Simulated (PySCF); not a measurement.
Si(Me)3(NMe2), SMILES CN(C)[Si](C)(C)C (C5H15NSi), GFN2-xTB optimised geometry. Atoms within 1.6 Å of the plane z = 0.0 Å (x, y, z in Å): C1 (1.59, 0.56, 0.87), N2 (0.83, -0.31, 0.00), C3 (1.59, -1.49, -0.35), Si4 (-0.90, -0.31, 0.00), C5 (-1.69, -1.21, 1.50), C6 (-1.48, 1.50, 0.00), C7 (-1.48, -1.17, -1.60), H8 (1.01, 1.46, 1.08), H10 (2.52, 0.85, 0.38), H11 (1.83, -2.10, 0.53), H12 (1.01, -2.10, -1.04), H13 (2.52, -1.20, -0.84), H15 (-2.78, -1.19, 1.46), H16 (-1.39, -2.25, 1.54), H17 (-0.91, 2.10, -0.71), H18 (-1.37, 1.96, 0.98), H19 (-2.52, 1.57, -0.28), H21 (-1.38, -2.25, -1.54).

Computed with PBE0/def2-SVP run with PySCF. Cells within 0.4 Å of a nucleus heavier than hydrogen are left out (blank, or x).

Map of the Laplacian of the electron density (e/bohr⁵), clipped to [-1.50, 1.50] on the plane z = 0.0 Å:

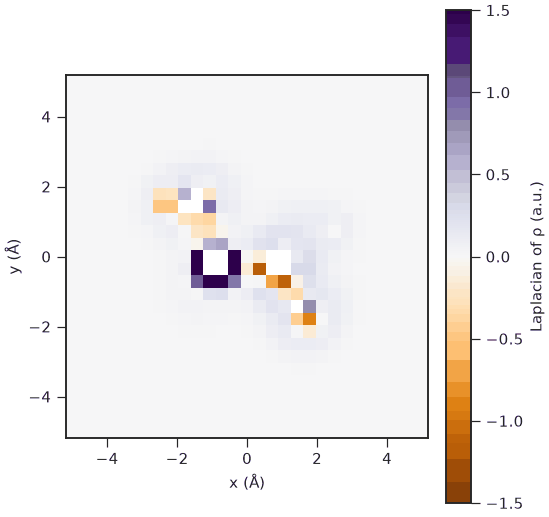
Figure: Laplacian of the electron density (e/bohr⁵), clipped to [-1.50, 1.50] on the plane z = 0.0 Å.
